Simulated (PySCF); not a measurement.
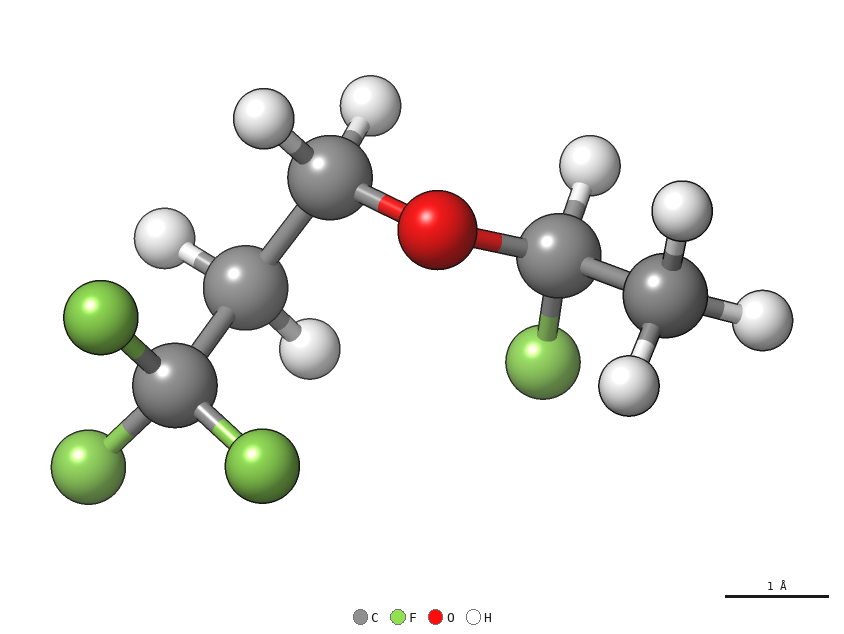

The picture shows a molecular structure as a ball-and-stick model.

The computed structure is the end point of a PBE0-D3(BJ)/def2-SVP optimisation. No frequency run is at hand to confirm it as a minimum.

Count the atoms of each element.

C5H8F4O, 18 atoms: 5 carbon, 8 hydrogen, 4 fluorine and 1 oxygen.

Name functional groups in it.

Among them: ether, C–F bond.

How many bonds of each kind are drawn?

8 C–H, 4 C–F, 3 C–C, 2 C–O.

The parts below concern this one geometry. Atoms keep their numbers from picture to picture.

Symmetry

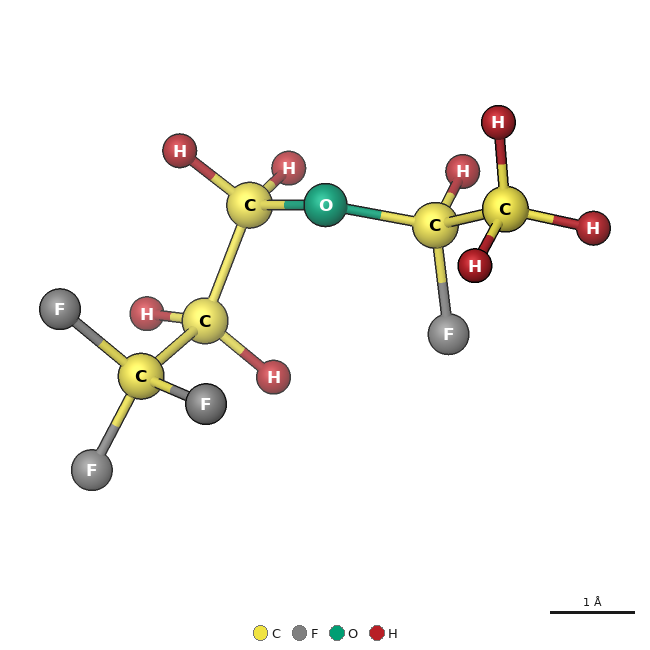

Depth is shown by fading: the farther an atom, the more it takes the colour of the background. No frequency run is at hand to confirm it as a minimum. Masses are those of the most abundant isotopes; constants are for the rigid equilibrium geometry.

What kind of rotor is it, and what are its rotational constants in GHz?

An asymmetric top (C1): A = 2.55, B = 0.725, C = 0.702 GHz. Ray's parameter κ is −0.98, close to the prolate limit.

Bond orders

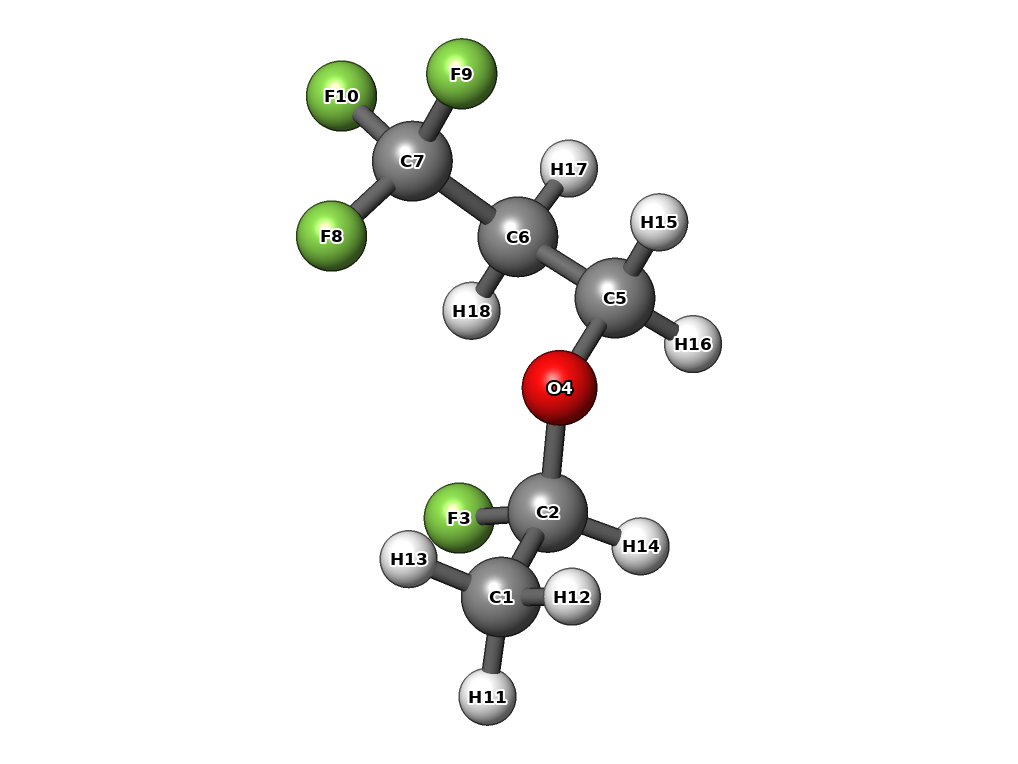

The thickness of each stick grows with its Mayer bond order. No frequency run is at hand to confirm it as a minimum. Method: PBE0/pcSseg-1 in benzene (IEF-PCM) (PySCF 2.14.0).

List the Mayer bond orders of C1–C2, C2–F3, C2–O4, O4–C5, C5–C6, C6–C7, C7–F8, C7–F9, C7–F10 (bonds between heavy atoms, one of each equivalent set).

| bond | Mayer order | length (Å) |
| --- | --- | --- |
| C1–C2 | 1.05 | 1.501 |
| C2–F3 | 0.87 | 1.386 |
| C2–O4 | 1.00 | 1.369 |
| O4–C5 | 0.91 | 1.405 |
| C5–C6 | 1.03 | 1.521 |
| C6–C7 | 1.02 | 1.507 |
| C7–F8 | 1.02 | 1.331 |
| C7–F9 | 0.99 | 1.342 |
| C7–F10 | 0.99 | 1.339 |

Electronic properties

No frequency run is at hand to confirm it as a minimum. Method: CAM-B3LYP/pcSseg-1, gas phase (PySCF 2.14.0).

Predict the main results.

- dipole moment: 3.45 D
- HOMO energy (Kohn–Sham orbital): −10.07 eV
- LUMO energy (Kohn–Sham orbital): 2.16 eV
- HOMO–LUMO gap: 12.23 eV

Excitation

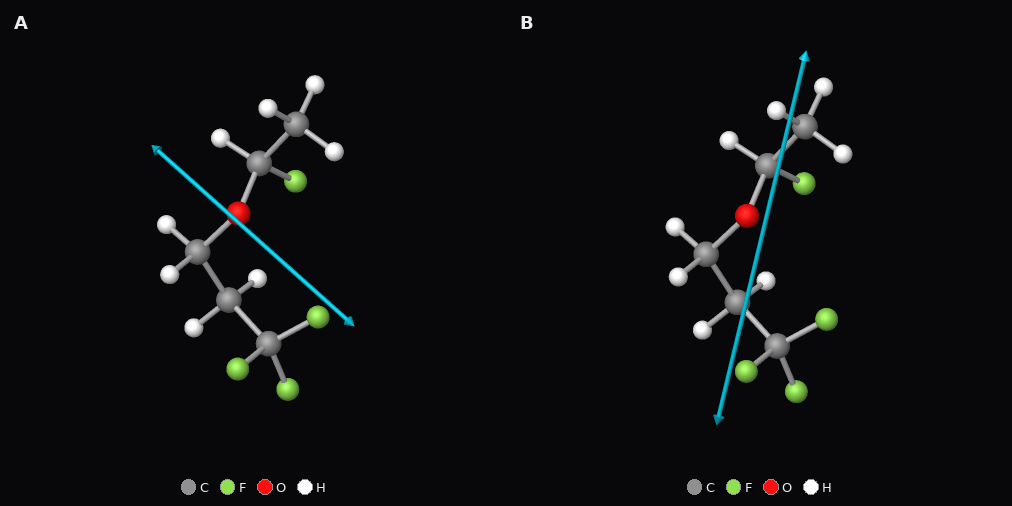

The double arrows show the directions of two transition dipoles from the ground state (lengths mean nothing). No frequency run is at hand to confirm it as a minimum. Properties computed with TDDFT PBE0/def2-SVPD, vertical, gas phase, core orbitals frozen in the response (PySCF 2.14.0).

One belongs to singlet state 3 and one to singlet state 9. Which is which?

A: state 3, 8.88 eV (140 nm), oscillator strength 0.038, mainly HOMO−1 → LUMO (weight 0.84).
B: state 9, 9.64 eV (129 nm), oscillator strength 0.019, mainly HOMO → LUMO+5 (weight 0.66).
